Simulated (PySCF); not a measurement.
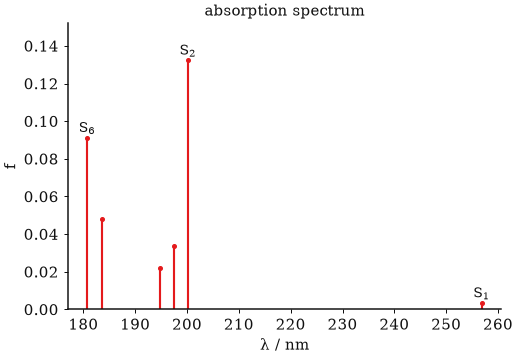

Vertical TDDFT excitations, PBE0/def2-SVPD with PySCF, at a GFN2-xTB geometry (no frequency check), gas phase. Only the first 6 singlet excitations are included.

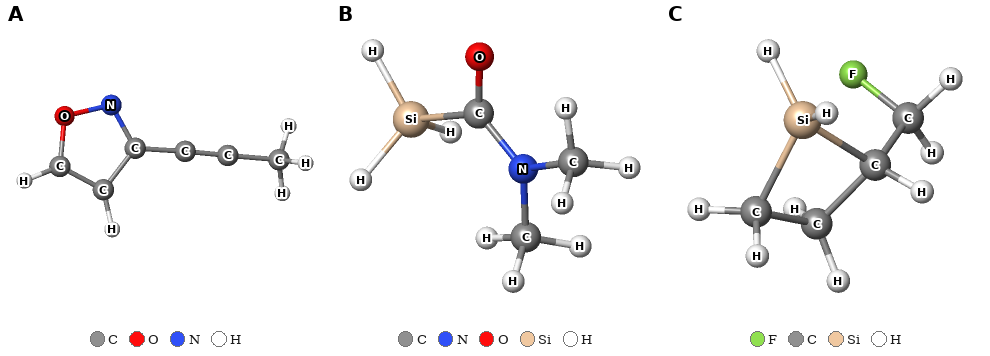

Question: Whose absorption spectrum is this? The candidates are drawn in the second picture.

Answer: Structure B, C₃H₉NOSi, SMILES CN(C)C(=O)[SiH3]. Its lowest singlet lies at 4.83 eV (f = 0.003) and the brightest of those computed is S2 at 6.19 eV (200 nm), f = 0.132, mainly HOMO−1 → LUMO (68 %).

Note: the tight-binding geometry is rougher than a DFT one and adds to the error; one conformer of a flexible molecule; core orbitals are frozen in the response.
